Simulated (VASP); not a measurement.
Band structure of BaTiO$_{3}$ (cubic perovskite). Computed with optB86b-vdW, VASP's PBE PAW potentials (set 64) (plane waves; VASP).

Unless said otherwise, spin-orbit coupling is left out, though it shifts the bands of the heavy elements here.

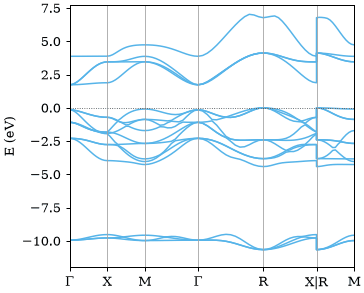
Figure. Bands along high-symmetry lines, zero at the valence-band maximum or, without a gap, the Fermi level

Task: Read the plot: is there a gap, and where are the band edges?

Result: The gap is indirect, 1.73 eV, from the valence maximum at R to the conduction minimum at Γ. (Edges off the drawn lines would not show.)

Measured: gap 3.20 eV (computed value off by -1.47 eV), as given by Yu-ichiro Matsushita et al., Physical Review B (2011), arXiv:1104.2769.

The compound is BaTiO3 in the cubic perovskite structure, the ideal cubic form; the compound distorts at low or room temperature. It was relaxed first.
